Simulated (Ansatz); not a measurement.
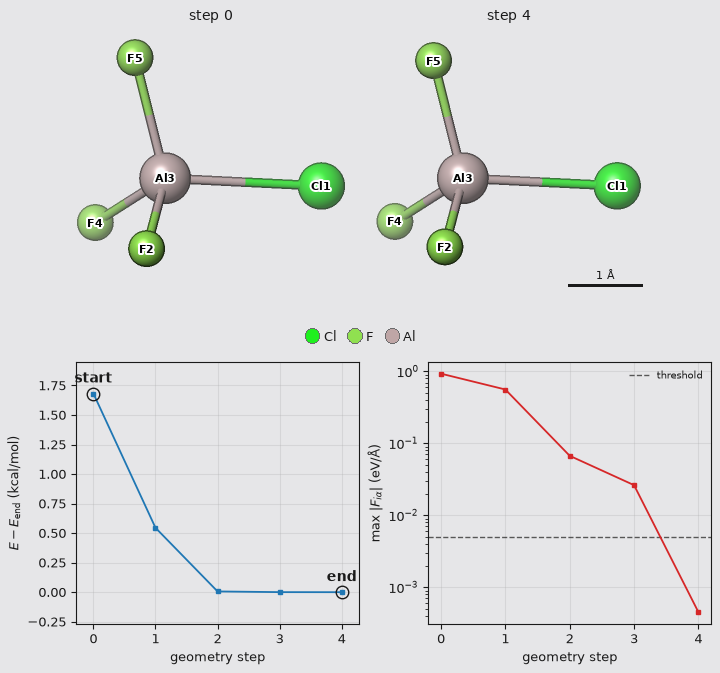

First and last geometry of a relaxation of AlClF$_{3}$ (charge −1), with the history of the run. A ball-and-stick model, seen at a tilt.

All numbers below come from RKS PBE0-D4/def2-TZVPD (Ansatz). Settings: force threshold 0.005 eV/Å; at most 200 steps.

Question: Read the history and describe the run.

Answer: It converged. The energy falls by 1.68 kcal/mol in 4 geometry steps. The largest force component goes from 0.93 to 0.00045 eV/Å. The largest moves after the best rigid fit, 0.042 Å, are those of F2, F4 and F5. By element the largest moves are F 0.042 Å, Cl 0.031 Å, Al 0.004 Å. Near-neighbour distances that change, for instance: Al3–F4 1.725 → 1.682 Å, Cl1–Al3 2.205 → 2.178 Å. The run took 19 s on 4 threads of Arm Neoverse V1, with other jobs on the host.

```csv
step,"E − E(0), kcal/mol","largest force component, eV/Å"
0,0.00,0.9295
1,-1.14,0.5599
2,-1.68,0.0671
3,-1.68,0.0262
4,-1.68,0.0005
```
